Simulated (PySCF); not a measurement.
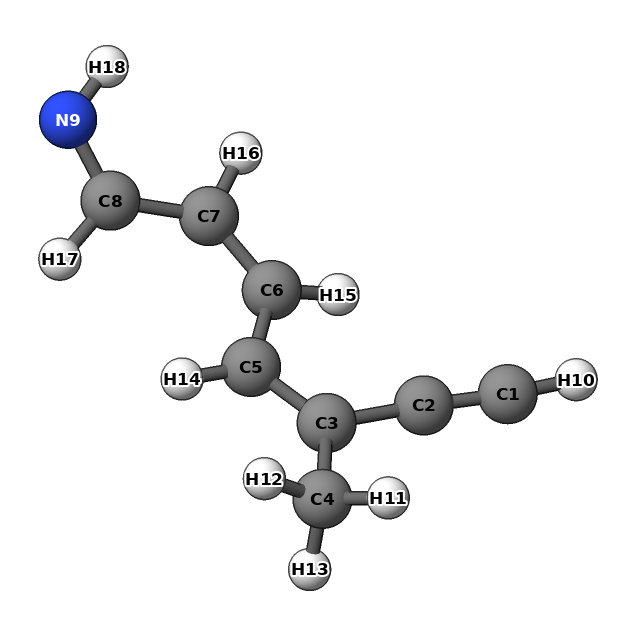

Geometry: a frame of a GFN2-xTB molecular-dynamics simulation, not a minimum. Properties computed with GIAO PBE0/pcSseg-1 NMR shielding, non-relativistic, gas phase (PySCF 2.14.0). Principal shieldings σ11 ≤ σ22 ≤ σ33, span Ω = σ33 − σ11, skew κ = 3(σiso − σ22)/Ω.

Give the shielding tensors of the N atoms.

| atom | σ11 | σ22 | σ33 | σiso | Ω | κ |
| --- | --- | --- | --- | --- | --- | --- |
| N9 | −437.2 | −128.3 | 241.8 | −107.9 | 679.0 | 0.09 |

Shieldings and span in ppm.
